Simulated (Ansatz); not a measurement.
CH5AlClN: nudged elastic band

The run: nudged elastic band of CH5AlClN. Method and program: RKS BHLYP-D4/def2-SVPD (Ansatz 0.2.0).

It belongs to a series of runs on one base structure; here: band between the two ends. Figures and captions count atoms from 1; the log counts them from 0 in places.

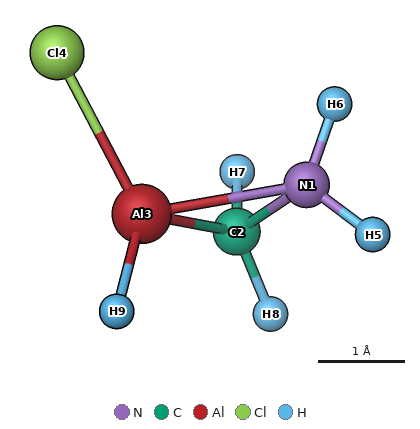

Fig. 1: The structure as given in the input (ball-and-stick view, seen at a tilt; atoms are numbered from 1 in the order of the input). Sticks mark near contacts. Bond lengths as drawn: Al–C 1.93 Å, Al–Cl 2.14 Å, Al–H 1.56 Å, Al–N 2.00 Å, C–H 1.09 Å, C–N 1.53 Å and H–N 1.01 Å.

The input
```yaml
crystal:
  periodic: [false, false, false]
  atoms:
    - { symbol: "N", position_ang: [-0.253036, 0.875531, -0.202952] }
    - { symbol: C, position_ang: [0.493631, -0.299605, -0.831796] }
    - { symbol: Al, position_ang: [0.081811, -0.6647, 1.021682] }
    - { symbol: Cl, position_ang: [-1.7796, -1.648728, 1.39639] }
    - { symbol: H, position_ang: [0.251199, 1.747448, -0.204151] }
    - { symbol: H, position_ang: [-1.175066, 1.026384, -0.580706] }
    - { symbol: H, position_ang: [-0.067983, -0.708415, -1.667139] }
    - { symbol: H, position_ang: [1.480433, 0.017143, -1.15905] }
    - { symbol: H, position_ang: [1.057112, -0.391359, 2.210723] }
basis:
  gaussian: { orbitals: def2-SVPD }
hamiltonian:
  xc: { name: BHLYP }
  dispersion: d4
neb:
  order_check: false
  images: 5
  f_tol: 0.05
  max_iterations: 60
  initial_path: idpp
  final_atoms:
    - { symbol: "N", position_ang: [-0.50352037, 1.14355219, -0.65470165] }
    - { symbol: C, position_ang: [0.49536566, 0.10263156, -0.43653213] }
    - { symbol: Al, position_ang: [-0.02579673, -1.12169699, 1.00450685] }
    - { symbol: Cl, position_ang: [-0.34957949, -0.31810492, 2.93534791] }
    - { symbol: H, position_ang: [-0.17240223, 1.87811384, -1.25886938] }
    - { symbol: H, position_ang: [-1.35936637, 0.79246714, -1.05009511] }
    - { symbol: H, position_ang: [0.78741916, -0.43766697, -1.34935785] }
    - { symbol: H, position_ang: [1.41021329, 0.58751263, -0.07452522] }
    - { symbol: H, position_ang: [-0.19383191, -2.67310947, 0.86722756] }
```

Machine: 2 threads of Arm Neoverse N1, 16 GiB of memory available, shared host.

Launched with:
```bash
ansatz run input.yaml --threads 2 --pin off --max-ram 3072MiB --backend cpu --events-out ev --progress --plain --runs-dir out
```

The program's output
```
Engine: ansatz 0.2.0, aarch64-unknown-linux-gnu
Functional definition: BHLYP
  parameter a = 0.5
  exchange = (1 - a)*b88_x + a*exact_x
  correlation = lyp_c
1355 factors; integrals over basis functions are off by at most 3.3e-4 eV
mean field evaluation 1: about -21717.2050 eV, gradient 4.1e1 eV
mean field evaluation 2: about -21717.5389 eV, gradient 3.9e1 eV
mean field evaluation 4: about -21720.9805 eV, gradient 1.4e0 eV
mean field evaluation 8: about -21721.0070 eV, gradient 2.6e-2 eV
mean field -21721.00702264 eV, -798.2322850547 hartree, gradient 3.8e-5 eV, S^2 0.000000; 0 other end points of the search recorded, 0 dependent functions left out
the calculation of the forces begins
reference -21721.00720767 eV, -798.2322918546 hartree; 24, 24 occupied and 107, 107 virtual orbitals, 1355 factors
1355 factors; integrals over basis functions are off by at most 3.0e-4 eV
mean field evaluation 16: about -21716.1554 eV, gradient 4.4e1 eV
mean field -21720.52044632 eV, -798.2144037047 hartree, gradient 3.9e-5 eV, S^2 0.000000; 0 other end points of the search recorded, 0 dependent functions left out
[... from here on the field's lines of each further geometry are left out, up to the last ...]
NEB iter   1: max|band force component| = 1.187e0 eV/Å  barrier→ = 0.9970 eV  barrier← = 0.4936 eV  Δτ_max = 0.2000 Å  (176 SCF iters)
NEB iter   2: max|band force component| = 8.840e-1 eV/Å  barrier→ = 0.6670 eV  barrier← = 0.1636 eV  Δτ_max = 0.1932 Å  (149 SCF iters)
NEB iter   3: max|band force component| = 9.561e-1 eV/Å  barrier→ = 0.5144 eV  barrier← = 0.0110 eV  Δτ_max = 0.0993 Å  (146 SCF iters)
NEB iter   4: max|band force component| = 5.026e-1 eV/Å  barrier→ = 0.5034 eV  barrier← = 0.0000 eV  Δτ_max = 0.0995 Å  (147 SCF iters)
NEB iter   5: max|band force component| = 1.792e-1 eV/Å  barrier→ = 0.4811 eV  barrier← = -0.0223 eV  CI = image 5  Δτ_max = 0.1969 Å  (148 SCF iters)
NEB iter   6: max|band force component| = 2.280e-1 eV/Å  barrier→ = 0.4932 eV  barrier← = -0.0102 eV  CI = image 5  Δτ_max = 0.1000 Å  (146 SCF iters)
NEB iter   7: max|band force component| = 1.549e-1 eV/Å  barrier→ = 0.4988 eV  barrier← = -0.0046 eV  CI = image 5  Δτ_max = 0.1001 Å  (150 SCF iters)
NEB iter   8: max|band force component| = 1.413e-1 eV/Å  barrier→ = 0.5025 eV  barrier← = -0.0009 eV  CI = image 5  Δτ_max = 0.0600 Å  (149 SCF iters)
NEB iter   9: max|band force component| = 7.050e-2 eV/Å  barrier→ = 0.5036 eV  barrier← = 0.0002 eV  CI = image 5  Δτ_max = 0.0353 Å  (151 SCF iters)
the calculation of the forces begins
reference -21720.55881530 eV, -798.2158137388 hartree; 24, 24 occupied and 107, 107 virtual orbitals, 1355 factors
1355 factors; integrals over basis functions are off by at most 3.1e-4 eV
mean field -21720.52045978 eV, -798.2144041992 hartree, gradient 1.7e-5 eV, S^2 0.000000; 1 other end points of the search recorded, 0 dependent functions left out
the calculation of the forces begins
reference -21720.52065231 eV, -798.2144112748 hartree; 24, 24 occupied and 107, 107 virtual orbitals, 1355 factors
NEB iter  10: max|band force component| = 3.172e-2 eV/Å  barrier→ = 0.5034 eV  barrier← = 0.0000 eV  CI = image 5  Δτ_max = 0.0000 Å  (283 SCF iters)
```

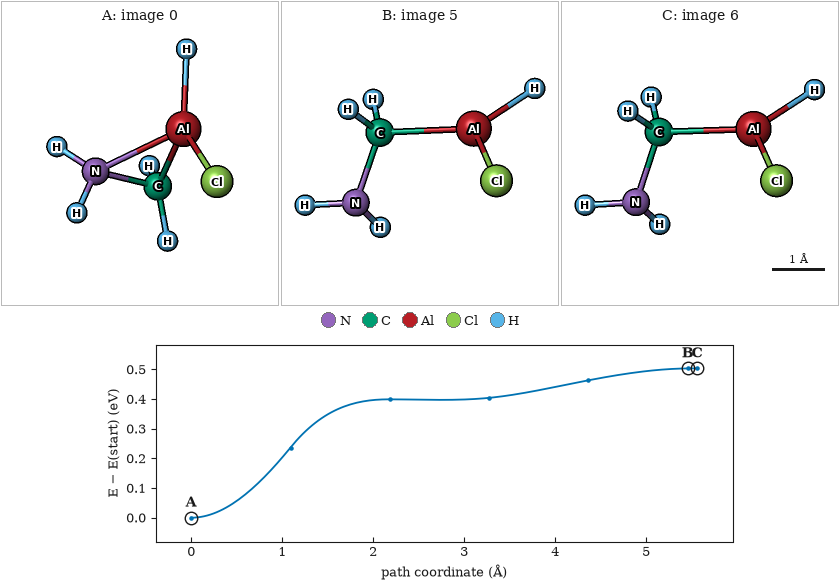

Fig. 2: Images of the last band (counted from 0; ball-and-stick, seen at a tilt) above the energy along the path; the line is a cubic interpolation that uses the forces. The highest image is number 5, 0.503 eV above the start and 0.000 eV above the end (the climbing image); the end lies 0.503 eV above the start. The path is 5.56 Å long. The band converged in 10 iterations.

```
Total energy: -21720.73347575 eV, -798.2222323918 hartree
Atom 0 at    -0.751331     0.823511    -0.871853 Å, force     0.005023     0.003927     0.010604 eV/Å
Atom 1 at     0.482003     0.192137    -0.417348 Å, force     0.000989    -0.001859     0.008556 eV/Å
Atom 2 at     0.215188    -0.919908     1.176633 Å, force    -0.023169    -0.009146    -0.008795 eV/Å
Atom 3 at    -0.641429    -0.035065     2.897729 Å, force     0.002980     0.006103    -0.003382 eV/Å
Atom 4 at    -0.591651     1.520510    -1.580879 Å, force    -0.004765    -0.002091    -0.002747 eV/Å
Atom 5 at    -1.420127     0.167567    -1.238247 Å, force     0.000641    -0.000806    -0.000961 eV/Å
Atom 6 at     1.024282    -0.352358    -1.204982 Å, force     0.001164    -0.001572     0.003927 eV/Å
Atom 7 at     1.161891     0.987707    -0.087708 Å, force     0.005640     0.002272    -0.004663 eV/Å
Atom 8 at     0.609676    -2.430402     1.309655 Å, force     0.011498     0.003171    -0.002538 eV/Å
Dipole moment:     0.223751    -0.122280    -0.598326 e Å
this run last wrote the band of iteration 10 to [file]
```

The last band as extended XYZ (Å, eV, eV/Å)
```
9
Properties=species:S:1:pos:R:3:forces:R:3 image=0 energy=-21721.23672
N    -0.2530    0.8755   -0.2030    0.0020   0.0095   0.0010
C     0.4936   -0.2996   -0.8318   -0.0017   0.0004  -0.0030
Al    0.0818   -0.6647    1.0217    0.0024   0.0017   0.0002
Cl   -1.7796   -1.6487    1.3964   -0.0017  -0.0004   0.0003
H     0.2512    1.7474   -0.2042   -0.0043  -0.0062   0.0010
H    -1.1751    1.0264   -0.5807    0.0020  -0.0007   0.0014
H    -0.0680   -0.7084   -1.6671    0.0011  -0.0037   0.0004
H     1.4804    0.0171   -1.1590    0.0013   0.0003   0.0000
H     1.0571   -0.3914    2.2107   -0.0011  -0.0009  -0.0012
9
Properties=species:S:1:pos:R:3:forces:R:3 image=1 energy=-21721.00004
N    -0.3097    0.9555   -0.3007    0.0061  -0.0921   0.0787
C     0.4973   -0.2116   -0.7698    0.0006  -0.0614  -0.0791
Al    0.1495   -0.7427    1.0432   -0.0324   0.0941  -0.0184
Cl   -1.8474   -1.2679    1.5937   -0.0079  -0.0325  -0.0576
H    -0.0571    1.8362   -0.7252    0.0786   0.0154   0.2419
H    -1.3005    0.8262   -0.4444    0.0206  -0.0445   0.0006
H     0.1822   -0.6386   -1.7171   -0.0482  -0.0035  -0.1018
H     1.5317    0.1285   -0.8421    0.0098  -0.0844  -0.0878
H     1.2425   -0.9318    2.1453   -0.0272   0.2089   0.0234
9
Properties=species:S:1:pos:R:3:forces:R:3 image=2 energy=-21720.83756
N    -0.3625    1.1789   -0.5397    0.0017   0.0160  -0.0055
C     0.4767   -0.0158   -0.5765   -0.0101  -0.0290  -0.0062
Al    0.2150   -0.9307    1.1296    0.0106   0.0139   0.0190
Cl   -1.8041   -1.1698    1.7476    0.0135  -0.0014  -0.0145
H    -0.2550    1.7590   -1.3559   -0.0130   0.0126   0.0007
H    -1.3407    0.9628   -0.4397   -0.0064   0.0082  -0.0079
H     0.3150   -0.6549   -1.4577    0.0044   0.0011   0.0015
H     1.5257    0.2962   -0.6201   -0.0020  -0.0084   0.0057
H     1.3186   -1.4721    2.0954    0.0013  -0.0131   0.0073
9
Properties=species:S:1:pos:R:3:forces:R:3 image=3 energy=-21720.83259
N    -0.4840    1.1346   -0.7128   -0.0154   0.0264  -0.0016
C     0.5082    0.1057   -0.4738   -0.0037   0.0020  -0.0332
Al    0.2175   -0.9339    1.1489    0.0004  -0.0227   0.0094
Cl   -1.6614   -0.7485    2.1129   -0.0099  -0.0059  -0.0100
H    -0.4321    1.5408   -1.6318    0.0213  -0.0042   0.0060
H    -1.4307    0.8400   -0.5458    0.0093  -0.0060   0.0162
H     0.6319   -0.6076   -1.3083   -0.0119  -0.0014   0.0076
H     1.4971    0.5710   -0.3616   -0.0005  -0.0031  -0.0079
H     1.2420   -1.9483    1.7552    0.0104   0.0149   0.0135
9
Properties=species:S:1:pos:R:3:forces:R:3 image=4 energy=-21720.77334
N    -0.6228    1.0031   -0.8159    0.0055   0.0370  -0.0103
C     0.4804    0.1411   -0.4379   -0.0299   0.0087  -0.0059
Al    0.2055   -0.9334    1.1717   -0.0024  -0.0089  -0.0125
Cl   -1.2471   -0.3468    2.5927   -0.0251  -0.0140  -0.0079
H    -0.4416    1.5363   -1.6499    0.0154   0.0026  -0.0016
H    -1.4972    0.5227   -0.9377    0.0039  -0.0098   0.0346
H     0.8473   -0.5140   -1.2448   -0.0097  -0.0187  -0.0061
H     1.3422    0.7759   -0.1838    0.0148  -0.0141  -0.0083
H     1.0216   -2.2313    1.4886    0.0275   0.0171   0.0180
9
Properties=species:S:1:pos:R:3:forces:R:3 image=5 energy=-21720.73328
N    -0.7513    0.8235   -0.8719    0.0050   0.0039   0.0106
C     0.4820    0.1921   -0.4173    0.0010  -0.0019   0.0086
Al    0.2152   -0.9199    1.1766   -0.0232  -0.0091  -0.0088
Cl   -0.6414   -0.0351    2.8977    0.0030   0.0061  -0.0034
H    -0.5917    1.5205   -1.5809   -0.0048  -0.0021  -0.0027
H    -1.4201    0.1676   -1.2382    0.0006  -0.0008  -0.0010
H     1.0243   -0.3524   -1.2050    0.0012  -0.0016   0.0039
H     1.1619    0.9877   -0.0877    0.0056   0.0023  -0.0047
H     0.6097   -2.4304    1.3097    0.0115   0.0032  -0.0025
9
Properties=species:S:1:pos:R:3:forces:R:3 image=6 energy=-21720.73332
N    -0.6523    1.0696   -0.6467    0.0034   0.0081  -0.0015
C     0.4185    0.0877   -0.5124    0.0062  -0.0122   0.0065
Al    0.1815   -1.0419    1.0735    0.0024   0.0039  -0.0073
Cl    0.1122   -0.1059    2.9703   -0.0002   0.0003   0.0021
H    -0.4528    1.7679   -1.3443   -0.0037  -0.0001   0.0011
H    -1.5394    0.6565   -0.8804    0.0010  -0.0040  -0.0007
H     0.5965   -0.5093   -1.4193   -0.0019   0.0029  -0.0018
H     1.3521    0.6337   -0.3300   -0.0032   0.0055  -0.0017
H     0.0721   -2.6046    1.0723   -0.0041  -0.0044   0.0033
```

Key numbers

- outcome: converged
- barrier, forward: 0.503 eV
- barrier, backward: 0.000 eV
- wall time: 5.6 min (CPU time 11 min)
- peak memory: 0.33 GiB

Remarks

The order of the saddle point was not checked.
